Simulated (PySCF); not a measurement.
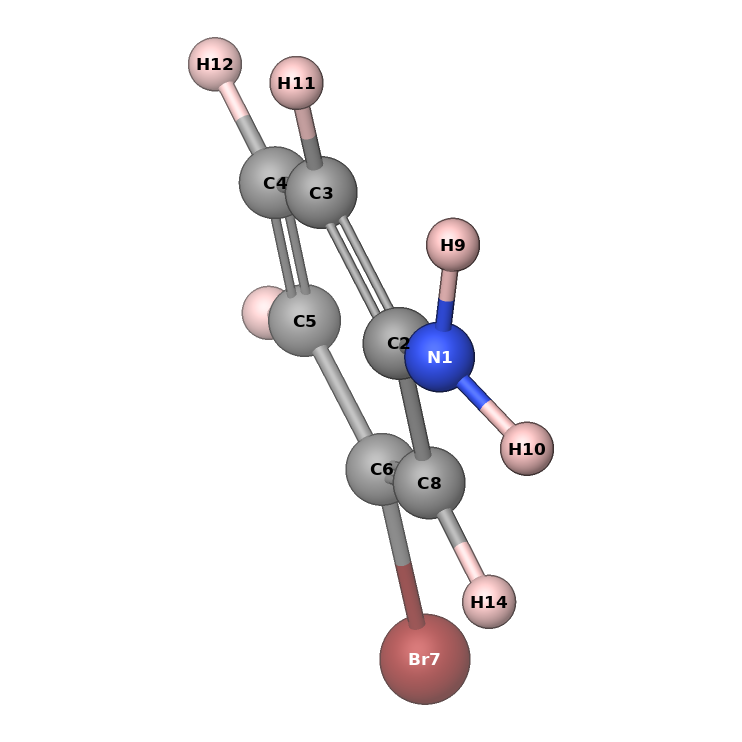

C2 lies behind N1. The molecule seen a little off the N1–C2 bond, N1 in front. Atoms fade into the background with distance from the viewer. The computed structure is the end point of a PBE0-D3(BJ)/def2-SVP optimisation. No frequency run is at hand to confirm it as a minimum.

What is the torsion angle H9–N1–C2–C3? The sign is positive where the front bond must turn clockwise to cover the back bond.

Answer. −22°, synperiplanar.
